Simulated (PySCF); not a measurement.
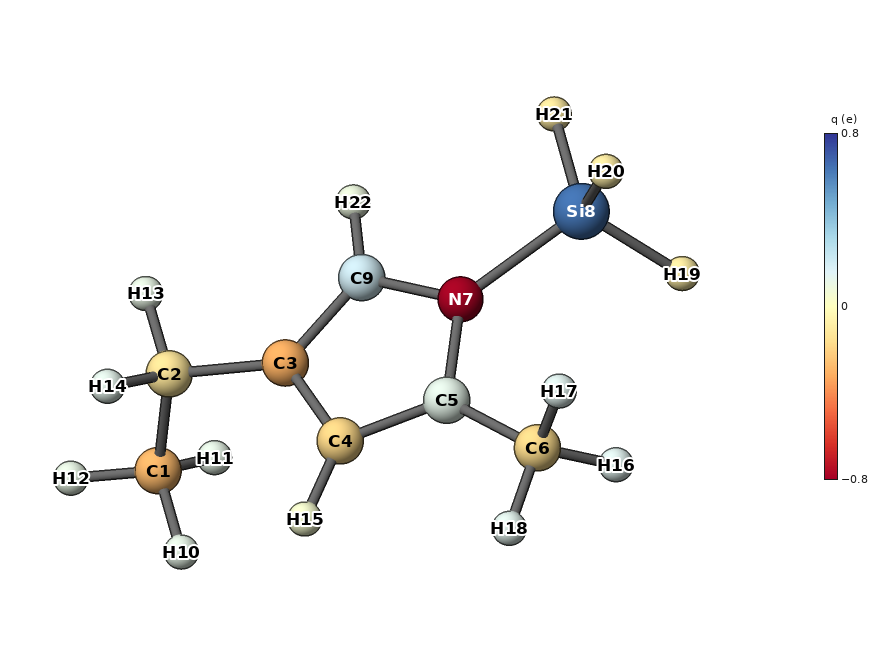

Atoms are coloured by their Mulliken charges. Computed geometry: PBE0-D3(BJ)/def2-SVP optimisation. No frequency run is at hand to confirm it as a minimum. Level of theory: PBE0/pcSseg-1, gas phase (PySCF 2.14.0).

Give the Mulliken charges atom by atom.

```tsv
atom	value (e)
C1	−0.28
C2	−0.12
C3	−0.30
C4	−0.18
C5	0.12
C6	−0.17
N7	−0.78
Si8	0.63
C9	0.20
H10	0.11
H11	0.11
H12	0.11
H13	0.11
H14	0.13
H15	0.04
H16	0.14
H17	0.14
H18	0.14
H19	−0.08
H20	−0.08
H21	−0.09
H22	0.09
```

Mulliken values depend strongly on the basis set and can even reverse the polarity of a bond.
